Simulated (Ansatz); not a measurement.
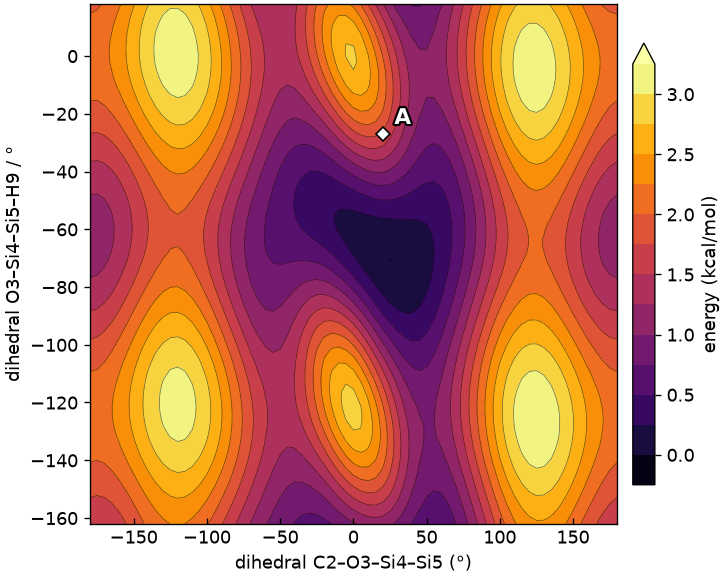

C2H6OSi2, SMILES C#CO[SiH2][SiH3]. First axis: dihedral C2–O3–Si4–Si5. Second axis: dihedral O3–Si4–Si5–H9. Nothing is relaxed (all other coordinates rigid). Grid: 18 × 17 points. All energies are given in kcal/mol relative to the relaxed molecule at the same level. Theory: Ansatz 0.2.0, RKS SPW92 (LDA)/def2-SVP.

Drawn: filled contours, one colour for all values above the top of the scale, the point A. Between grid points the surface is interpolated.

> Which way does the force act at A, and how strong is it?

A, at dihedral C2–O3–Si4–Si5 = 20°, dihedral O3–Si4–Si5–H9 = −27.0°, is not a stationary point. The computed force is 0.025 kcal/mol for each degree towards larger values of dihedral C2–O3–Si4–Si5 and 0.045 kcal/mol for each degree towards smaller values of dihedral O3–Si4–Si5–H9.
